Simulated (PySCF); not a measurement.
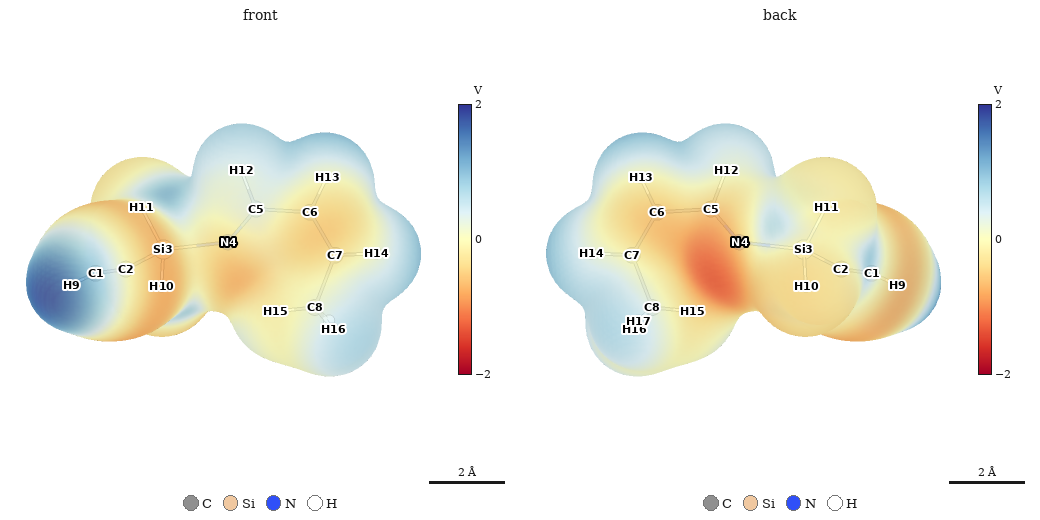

*C₆H₉NSi (SMILES C#C[SiH2]/N=C/C=C\C). The electrostatic potential painted on the density surface at 0.002 e/bohr³, seen from the front and from behind; the colour scale runs from red (negative) to blue (positive).*

Geometry: GFN2-xTB, MD frame at 250 fs, 200 K.

The calculation used PBE0/pcSseg-1, SCF density, gas phase, non-relativistic in PySCF 2.14.0.

| atom | x (Å) | y (Å) | z (Å) |
| --- | --- | --- | --- |
| C | 3.4477 | 1.8795 | 0.4147 |
| C | 2.7239 | 0.9885 | 0.0845 |
| Si | 1.8593 | -0.5744 | -0.1373 |
| N | 0.1166 | -0.5494 | 0.1523 |
| C | -0.6562 | -0.6040 | 1.1577 |
| C | -2.1018 | -0.6833 | 1.0616 |
| C | -2.7798 | -0.3500 | -0.0461 |
| C | -2.2750 | 0.3026 | -1.3020 |
| H | 4.0350 | 2.7864 | 0.5412 |
| H | 1.9914 | -1.1039 | -1.5502 |
| H | 2.5448 | -1.6148 | 0.5782 |
| H | -0.2538 | -0.8103 | 2.2253 |
| H | -2.5173 | -1.1728 | 1.8759 |
| H | -3.8743 | -0.5185 | -0.0436 |
| H | -1.2253 | 0.4777 | -1.3570 |
| H | -2.8457 | 1.2242 | -1.4280 |
| H | -2.5791 | -0.3778 | -2.0618 |

> Describe the electrostatic potential map.

The most negative region (about −1.3 V, or −30 kcal/mol for a unit charge) lies over N4, the most positive (about +1.7 V, or +39 kcal/mol for a unit charge) over H9. N4 is the likeliest acceptor of a hydrogen bond.

> How polar is the molecule by this calculation?

Its dipole moment is 1.59 D.
